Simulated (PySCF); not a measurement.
SMILES [SiH2]([SiH2]C(C)(C)C)C=C (C₆H₁₆Si₂), singlet at its GFN2-xTB optimised geometry (Å):

```
24

C     -2.1648    -1.4897     4.9745
C     -1.0790    -0.7338     4.9695
Si     0.0745    -0.5120     3.4954
Si    -0.8214    -1.3993     1.5566
C     -0.1666    -0.4812     0.0000
C      1.3613    -0.4812     0.0000
C     -0.6621    -1.1733    -1.2686
C     -0.6639     0.9639     0.0000
H     -2.4745    -2.0407     4.0998
H     -2.7974    -1.5990     5.8434
H     -0.8214    -0.2062     5.8808
H      0.3667     0.9323     3.4279
H      1.3536    -1.1366     3.8764
H     -0.4842    -2.8236     1.3830
H     -2.2920    -1.3406     1.4773
H      1.7483    -1.4987    -0.0031
H      1.7518     0.0294     0.8795
H      1.7456     0.0277    -0.8848
H     -1.7496    -1.1859    -1.3027
H     -0.3010    -0.6542    -2.1571
H     -0.3095    -2.2018    -1.3109
H     -1.7518     0.9981    -0.0093
H     -0.3029     1.4941    -0.8820
H     -0.3127     1.4987     0.8809
```

Level of theory: PBE0/def2-SVP in PySCF.

Map of the electrostatic potential (hartree/e), clipped to [-0.08, 0.12] on the plane z = 0.6 Å:

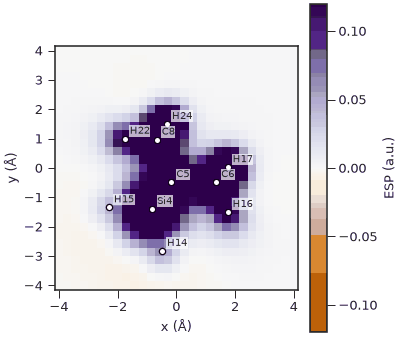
Figure. Electrostatic potential (hartree/e), clipped to [-0.08, 0.12] on the plane z = 0.6 Å.
